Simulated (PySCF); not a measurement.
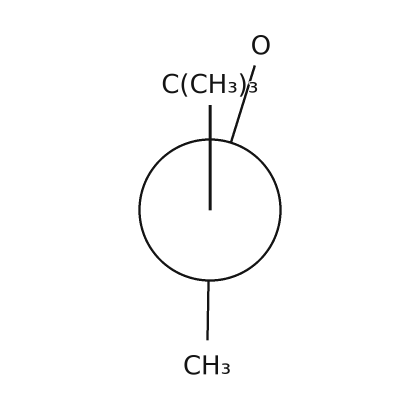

A Newman projection along the O–C bond, oxygen in front; angles are drawn as computed, but eclipsed bonds slightly apart. The geometry was computed by an optimisation with PBE0-D3(BJ)/def2-SVP. No frequency run is at hand to confirm it as a minimum.

> Which molecule is it?

C6H12O2, CC(=O)OC(C)(C)C

> What is the torsion angle from the front C(CH3)3 to the back O? The sign is positive where the front bond must turn clockwise to cover the back bond.

0°, synperiplanar (eclipsed).
